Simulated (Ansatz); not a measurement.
# What a change does: single-point calculation on BSi2NH8

System: BSi2NH8, SMILES BN[SiH2][SiH3].
Method of the first run: RKS SPW92 (LDA)/def2-TZVPP (Ansatz 0.2.0).

The geometry comes from this level: PBE0-D4/def2-TZVP. Text and figures count atoms from 1; the logs count them from 0 in places.

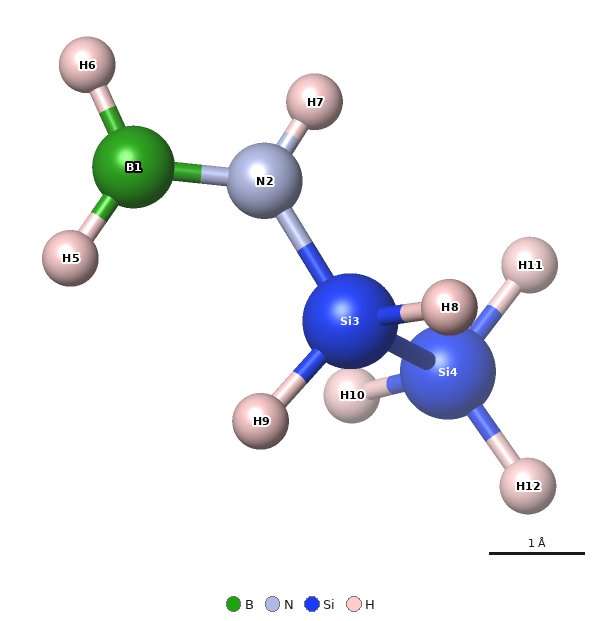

**Figure 1.** The structure as given in the input (ball-and-stick view, seen at a tilt; atoms are numbered from 1 in the order of the input).

### The input, the first run
```yaml
crystal:
  periodic: [false, false, false]
  atoms:
    - {symbol: B, position_ang: [-0.295418, 2.312926, 0.345853]}
    - {symbol: N, position_ang: [-0.357212, 0.981918, 0.771374]}
    - {symbol: Si, position_ang: [-0.792174, -0.410770, -0.196796]}
    - {symbol: Si, position_ang: [1.029502, -1.866013, -0.439380]}
    - {symbol: H, position_ang: [-0.582441, 2.573629, -0.787603]}
    - {symbol: H, position_ang: [0.042069, 3.164843, 1.117474]}
    - {symbol: H, position_ang: [-0.102298, 0.800614, 1.733023]}
    - {symbol: H, position_ang: [-1.910214, -1.146363, 0.459138]}
    - {symbol: H, position_ang: [-1.247838, 0.097614, -1.513680]}
    - {symbol: H, position_ang: [2.137297, -1.199639, -1.175472]}
    - {symbol: H, position_ang: [1.533593, -2.273751, 0.901795]}
    - {symbol: H, position_ang: [0.622136, -3.090107, -1.181726]}
basis:
  gaussian: {orbitals: def2-TZVPP}
hamiltonian: {xc: lda}
output: {orbitals: {seedname: orbitals}}
```

Launched with:
```bash
ansatz run in.yaml --threads 4 --pin off --events-out ev --progress --plain --max-ram 10444MiB
```

Hardware: 4 threads of Arm Neoverse V2, 108 GiB of memory available, shared host.

### Output (the first run)
```
Functional definition: SPW92
  exchange = slater_x
  correlation = pw_c
1372 factors; their error is unknown
mean field evaluation 1: about -17958.9724 eV, gradient 7.0e1 eV
mean field evaluation 2: about -17923.5889 eV, gradient 1.3e2 eV
mean field evaluation 4: about -17969.0960 eV, gradient 1.0e1 eV
mean field evaluation 8: about -17969.3987 eV, gradient 1.5e-1 eV
mean field evaluation 16: about -17969.3607 eV, gradient 1.8e-4 eV
mean field -17969.36071612 eV, -660.3618262472 hartree, gradient 2.5e-5 eV, S^2 0.000000; 0 other end points of the search recorded, 0 dependent functions left out
reference -17969.36076682 eV, -660.3618281105 hartree; 24, 24 occupied and 234, 234 virtual orbitals, 1372 factors
Total energy: -17969.36076682 eV, -660.3618281105 hartree
```

For the second run the input was changed thus:
```diff
-hamiltonian: {xc: lda}
+correlation: {method: ccsd_t}
```

What does this change do to the results?

The total energies belong to different methods, so their difference says nothing on which is more stable or more accurate. The HOMO goes from −6.85 to −10.48 eV. The LUMO goes from −1.52 to 2.77 eV.

### Output (the second run)
```
Functional definition: HF
  exchange = exact_x
  correlation = 0
1469 factors; integrals over basis functions are off by at most 1.1e-3 eV
mean field evaluation 1: about -18003.7612 eV, gradient 3.5e1 eV
mean field evaluation 2: about -18003.9633 eV, gradient 3.5e1 eV
mean field evaluation 4: about -18007.3514 eV, gradient 4.2e0 eV
mean field evaluation 8: about -18007.4247 eV, gradient 1.9e-1 eV
mean field evaluation 16: about -18007.4249 eV, gradient 1.5e-6 eV
mean field -18007.42491062 eV, -661.7606595944 hartree, gradient 1.5e-6 eV, S^2 0.000000; 0 other end points of the search recorded, 0 dependent functions left out
12 core orbitals not correlated: weight in the atoms' cores, before any rotation towards them, 1.000 or more for the frozen orbitals, at most 0.000 for the correlated occupied ones
reference -18007.42491062 eV, -661.7606595944 hartree; 12, 12 occupied and 234, 234 virtual orbitals, 1469 factors
second order -15.46537780 eV of doubles, -0.00000000 eV of singles
cycle   1  -16.54292130 eV  change    -1.1e0 eV  update   9.6e-2
cycle   2  -17.07844897 eV  change   -5.4e-1 eV  update   3.0e-2
cycle   3  -17.15213101 eV  change   -7.4e-2 eV  update   1.4e-2
cycle   4  -17.14238760 eV  change    9.7e-3 eV  update   4.3e-3
cycle   5  -17.14241897 eV  change   -3.1e-5 eV  update   1.8e-3
cycle   6  -17.14215158 eV  change    2.7e-4 eV  update   5.5e-4
cycle   7  -17.14208405 eV  change    6.8e-5 eV  update   1.7e-4
cycle   8  -17.14216970 eV  change   -8.6e-5 eV  update   7.4e-5
cycle   9  -17.14218421 eV  change   -1.5e-5 eV  update   2.1e-5
perturbative correction -0.61983470 eV, -0.0227785052 hartree
Total energy: -18025.18692954 eV, -662.4134017500 hartree
```

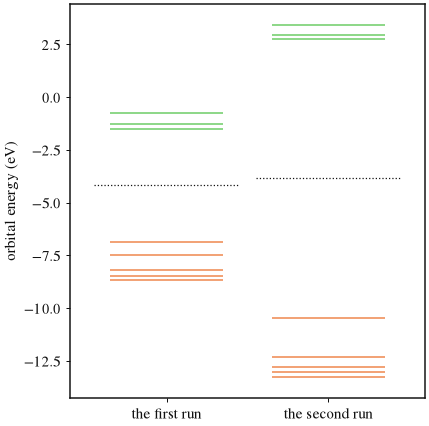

**Figure 2.** The five highest filled and three lowest empty orbital energies of the two runs; the dotted lines part filled from empty levels. The HOMO–LUMO gap is 5.33 eV in the first run and 13.26 eV in the second run.

### The two runs side by side

| quantity | the first run | the second run |
| --- | --- | --- |
| outcome | converged | converged |
| total energy (hartree) | −660.361828 | −662.413402 |
| HOMO (eV) | −6.85 | −10.48 |
| LUMO (eV) | −1.52 | 2.77 |
| basis functions | 258 | 258 |
| wall time (shared host) | 1.3 s | 96 s |
